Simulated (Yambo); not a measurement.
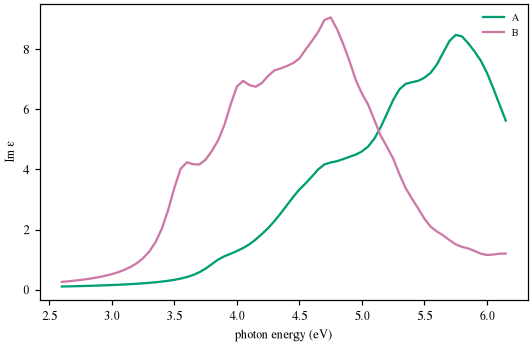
Figure. Two computed absorption spectra of BaTiO3 (space group P4mm, No. 99) (Yambo, LDA bands with the same scissor, field along x)

Axes are Cartesian, with cell vectors (Å) (3.99, 0.00, 0.00), (0.00, 3.99, 0.00), (0.00, 0.00, 4.10).

Task: Which curve includes the electron-hole attraction (BSE)?

Result: Curve B: the attraction moves weight to lower energy (centre of the plotted range 4.5 eV against 5.3 eV). Settings: 8×8×8 mesh, 9 valence and 3 conduction bands, static screening with 44 bands and a 3 Ry block, scissor 1.63 eV, Tamm-Dancoff. The scissor comes from a G0W0 run whose convergence isn't established. Broadening 0.15 eV. The band window holds all transitions up to 6.2 eV. On this mesh the peak heights and the fine structure are mesh artefacts; only the shift of weight is robust.

Geometry of the Materials Project entry, not relaxed at this level; primitive cell a = 3.990 Å, b = 3.990 Å, c = 4.103 Å, α = 90.00°, β = 90.00°, γ = 90.00°.
